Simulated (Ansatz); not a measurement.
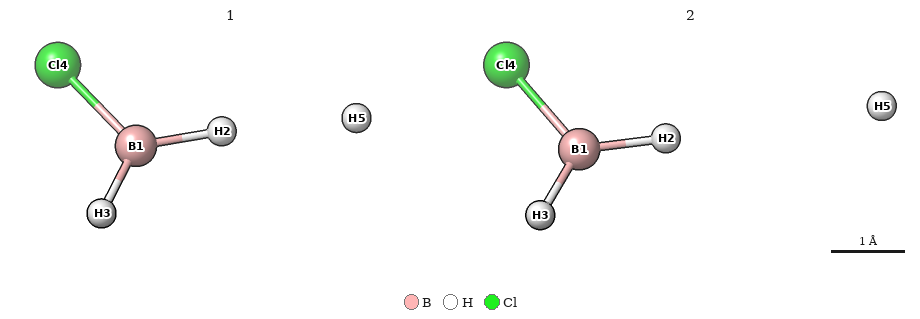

Two geometries of BH3Cl (multiplicity 2), drawn at one scale. One is the start of a relaxation, the other its converged end. Style: ball-and-stick. Shown at a tilt.

Level of theory: Ansatz 0.2.0, UKS PBE0-D4/def2-SVP. Set-up: collinear spin; force threshold 0.03 eV/Å; at most 50 steps.

Which geometry has the lower energy?

Structure 2 is the relaxed one. The run prepares an end point of a later path (reaction) calculation, from a guessed geometry. Over 7 geometry steps the energy falls by 0.055 eV. Largest force component: 0.26 eV/Å at the start, 0.018 eV/Å at the end. The largest move after the best rigid fit is that of H5, 0.92 Å. By element the largest moves are H 0.92 Å, B 0.24 Å, Cl 0.16 Å. Cost: 6 s on 1 thread of Intel(R) Xeon(R) 6975P-C (Granite Rapids) (shared host), peak memory 0.13 GiB.
